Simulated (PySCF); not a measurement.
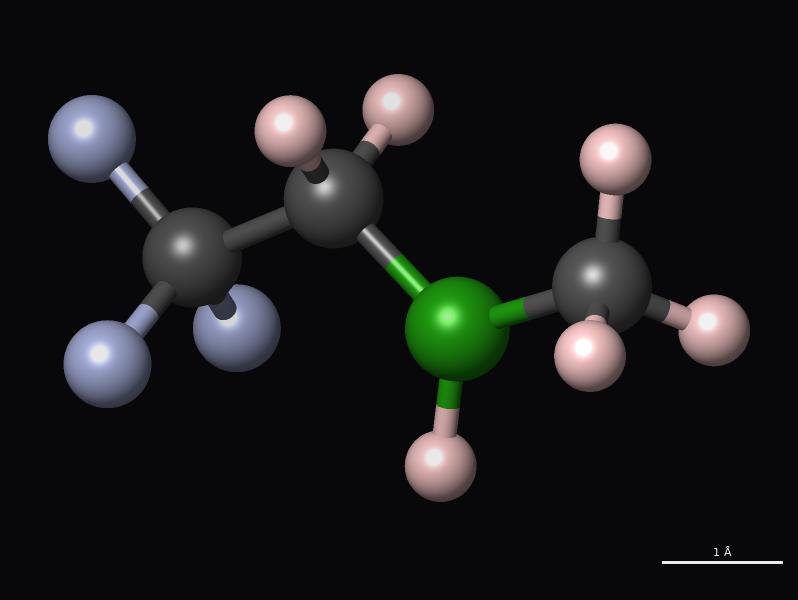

The picture shows a molecular structure as a ball-and-stick model. Every bond is drawn as one stick, whatever its order. Colours: carbon dark grey, boron green, fluorine light blue, hydrogen pink.

The computed structure is the end point of a PBE0-D3(BJ)/def2-SVP optimisation. No frequency run is at hand to confirm it as a minimum.

Give the formula.

C3H6BF3, 13 atoms: 3 carbon, 6 hydrogen, 1 boron and 3 fluorine.

Name functional groups in it.

Among them: C–F bond, B–H bond.

Count the bonded pairs by element.

5 C–H, 3 C–F, 2 C–B, 1 C–C, 1 B–H.

What is its SMILES?

CBCC(F)(F)F

Does it have rings?

It has no ring.

More results for the same structure follow; atom numbers are the same in all pictures, views and colours differ.

### Geometry

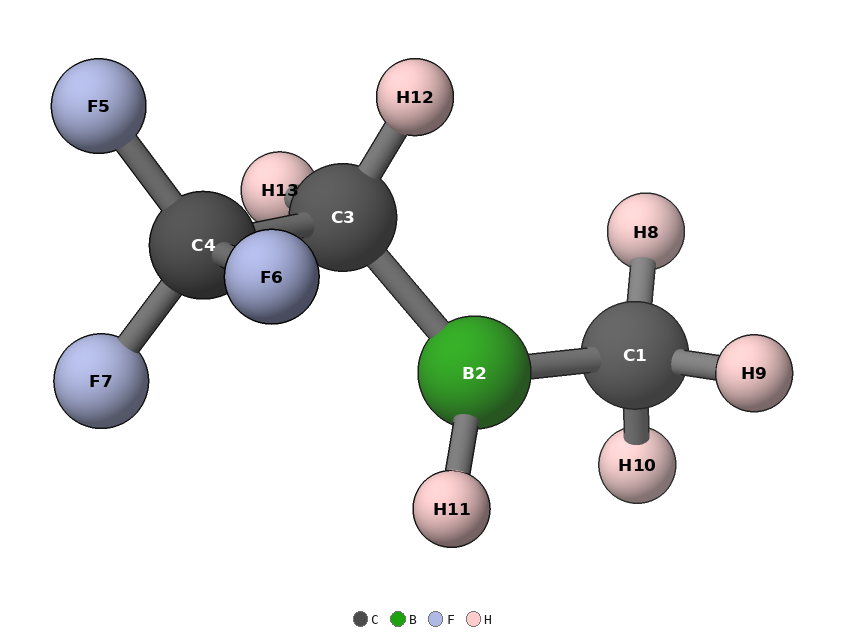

Numbered structure. No frequency run is at hand to confirm it as a minimum.

How are the neighbours of atom 2 arranged?

B2 has 3 neighbours (C1 at 1.56, C3 at 1.57, H11 at 1.21 Å); the arrangement is trigonal planar.

How are the neighbours of atom 1 arranged?

C1 has 4 neighbours (B2 at 1.56, H8 at 1.10, H9 at 1.11, H10 at 1.10 Å); the arrangement is tetrahedral.

What is the geometry at C4?

C4 has 4 neighbours (C3 at 1.50, F5 at 1.34, F6 at 1.34, F7 at 1.34 Å); the arrangement is tetrahedral.

Describe the coordination of atom 3.

C3 has 4 neighbours (B2 at 1.57, C4 at 1.50, H12 at 1.10, H13 at 1.10 Å); the arrangement is tetrahedral.

What is the dihedral angle C1–B2–C3–C4?

175° in size, that is anti.

### Electronic properties

No frequency run is at hand to confirm it as a minimum. Properties computed with B3LYP/6-31G*, gas phase (PySCF 2.14.0).

Predict the main results.

- dipole moment: 2.61 D
- HOMO energy (Kohn–Sham orbital): −8.84 eV
- LUMO energy (Kohn–Sham orbital): −1.05 eV
- HOMO–LUMO gap: 7.80 eV

### Spin–spin coupling

No frequency run is at hand to confirm it as a minimum. Method: B3LYP/6-31G* indirect spin-spin coupling, non-relativistic, gas phase (PySCF 2.14.0). Isotopes: 11B, 13C, 19F, 1H.

Give the spin–spin coupling constants of these pairs, with the number of bonds between them: B2/H11, C4/F5, B2/H8, B2/H9, B2/F5, B2/F6, F5/H12.

```
   pair  bonds apart  J (Hz)
B2, H11            1   145.1
 C4, F5            1  −258.6
 B2, H8            2    −4.4
 B2, H9            2    −1.8
 B2, F5            3    11.6
 B2, F6            3     2.0
F5, H12            3     1.2
```

Density functionals are unreliable for couplings to fluorine, so those rows may be far off.

### Quadrupole coupling

No frequency run is at hand to confirm it as a minimum. Electric field gradients from the ground-state density, B3LYP/6-31G* (PySCF 2.14.0), non-relativistic apart from any core potentials.

Give the largest field-gradient component, the quadrupole coupling constant and the asymmetry for 11B at B2 (Q = 40.59 mb), 2H at H8 (Q = 2.86 mb), 2H at H9 (Q = 2.86 mb).

```json
{"atom": "B2", "V_zz (a.u.)": "0.554", "e²qQ/h (MHz)": "5.28", "η": "0.08"}
{"atom": "H8", "V_zz (a.u.)": "0.285", "e²qQ/h (MHz)": "0.191", "η": "0.01"}
{"atom": "H9", "V_zz (a.u.)": "0.278", "e²qQ/h (MHz)": "0.187", "η": "0.01"}
```
